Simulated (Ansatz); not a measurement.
**C6H7In (SMILES [InH2][c]1ccccc1): density, localisation and related maps**

```yaml
atoms:
  - { symbol: C, position_ang: [-0.8388, 0.2835, 0.4471] }
  - { symbol: C, position_ang: [-1.8398, -0.6447, 0.1157] }
  - { symbol: C, position_ang: [-1.9065, -1.2091, -1.1579] }
  - { symbol: C, position_ang: [-0.9690, -0.8534, -2.1269] }
  - { symbol: C, position_ang: [0.0331, 0.0661, -1.8193] }
  - { symbol: C, position_ang: [0.0952, 0.6275, -0.5442] }
  - { symbol: In, position_ang: [-0.7374, 1.1535, 2.4119] }
  - { symbol: H, position_ang: [-1.9198, 0.6887, 3.5915] }
  - { symbol: H, position_ang: [0.5256, 2.2924, 2.7501] }
  - { symbol: H, position_ang: [-2.5854, -0.9374, 0.8618] }
  - { symbol: H, position_ang: [-2.6932, -1.9298, -1.3963] }
  - { symbol: H, position_ang: [-1.0195, -1.2946, -3.1257] }
  - { symbol: H, position_ang: [0.7695, 0.3469, -2.5770] }
  - { symbol: H, position_ang: [0.8897, 1.3474, -0.3231] }
```

Geometry: PBE0-D4/def2-SVP; core potentials replace the inner electrons of In.

Method: isolated molecule in a Gaussian basis; Kohn-Sham density functional theory, functional PBE0 (Ansatz 0.2.0).

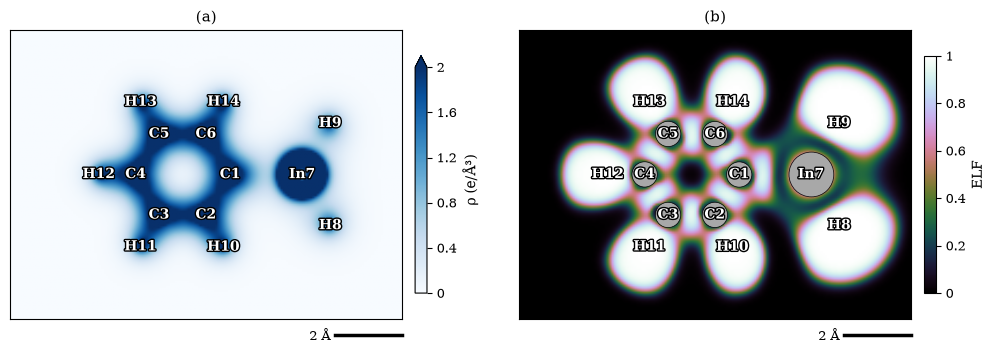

Figure 1. (a) electron density; (b) electron localisation function on the molecular plane. Grey discs cover the atomic cores in the ELF map.

Q: Describe what can be read from this map.

A: The plane passes through C, In and H nuclei. C–C (1.39 Å): ρ is about 2.1 e/Å³ halfway; the ELF peaks at about 0.95 between the atoms: localised, covalent bonding. C–In (2.15 Å): ρ is about 0.66 e/Å³ halfway; the ELF peaks at about 0.95 in the valence shell of C, 0.7 Å from its nucleus, and drops to about 0.15 between the two atoms. C–H (1.09 Å): the density is about 2 e/Å³ at the midpoint; the ELF climbs to about 1 towards the hydrogen, as it does in any bond to H; an ordinary covalent bond to hydrogen. In–H (1.73 Å): ρ is about 1.1 e/Å³ halfway; the ELF climbs to about 1 towards the hydrogen.

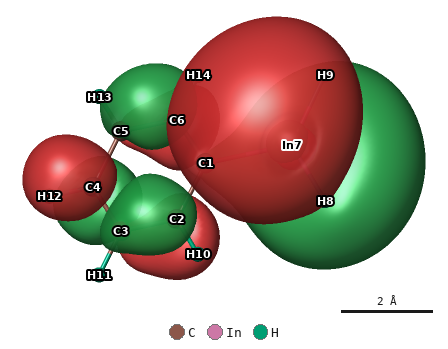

Figure 2. The LUMO at ±0.04 Å⁻³ᐟ² (green and red are the two phases), seen at a tilt.

Q: What is the character of this orbital?

A: By Hirshfeld shares it lies mainly on In7 (about 70 %); it changes sign across the molecular plane (π type). Its energy is −1.79 eV.

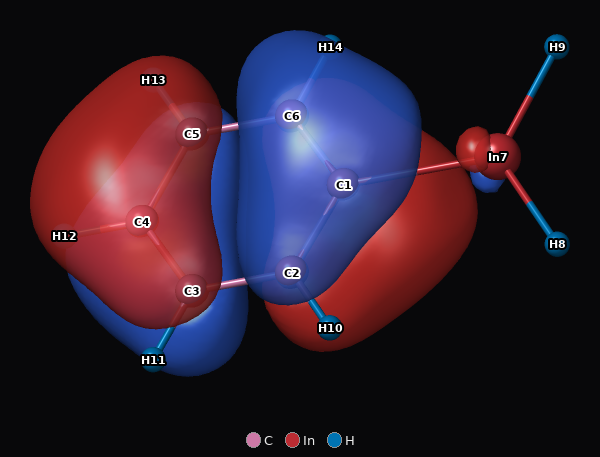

Figure 3. The HOMO−1 at ±0.06 Å⁻³ᐟ² (red and blue are the two phases), seen at a tilt.

Q: What is the character of this orbital?

A: Its weight (Hirshfeld) is mainly on C1 (about 25 %), C4 (about 25 %), C2 (about 10 %), C6 (about 10 %), C3 (about 10 %) and C5 (about 10 %); it changes sign across the molecular plane (π type); π-bonding across C1–C2, C1–C6, C3–C4 and C4–C5; π-antibonding (a node) across C2–C3 and C5–C6. Its energy is −7.40 eV.
